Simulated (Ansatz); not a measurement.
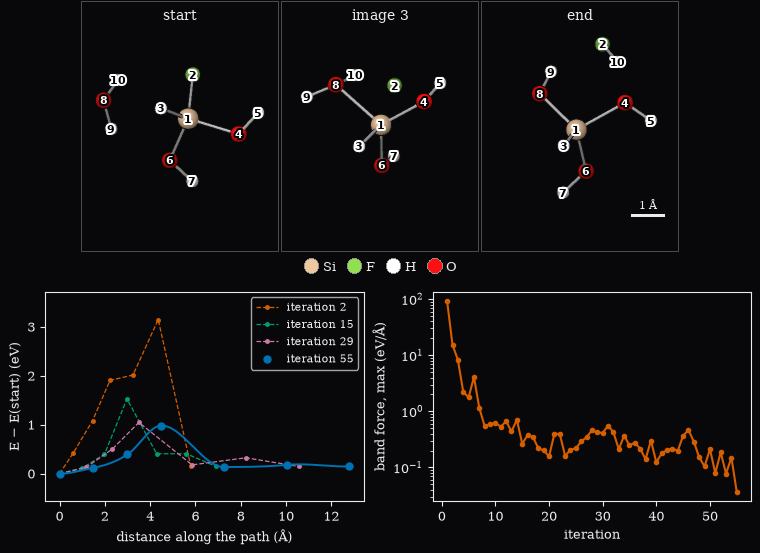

NEB run on SiH5O3F. Images are numbered from 0 (start) to 6 (end). The plot follows the band through its iterations. The picture is a ball-and-stick view, seen from a free direction.

All numbers below come from RKS B3LYP-D4/def2-SVP in Ansatz 0.2.0. Set-up: 5 movable images; climbing image; force threshold 0.05 eV/Å; iteration limit 60; starting path through a guess of the saddle point.

> Judge this run.

The run is converged, with reservations. The band converged in 55 iterations. The largest component of the band force went from 92 to 0.037 eV/Å. The climbing image converged on the top of the path. Its vibrational analysis gives one imaginary mode (447i cm⁻¹), as a transition state must have. The first iteration put the highest image at 18.39 eV. The highest point, image 3, lies 0.98 eV above the start and 0.84 eV above the end; the end is at +0.15 eV relative to the start. The profile has 2 maxima (images 3, 5) with a dip at image 4 (+0.14 eV), so the process runs in steps.

The run took 9.5 min on 2 threads of Arm Neoverse V1 (shared host), peak memory 0.21 GiB.
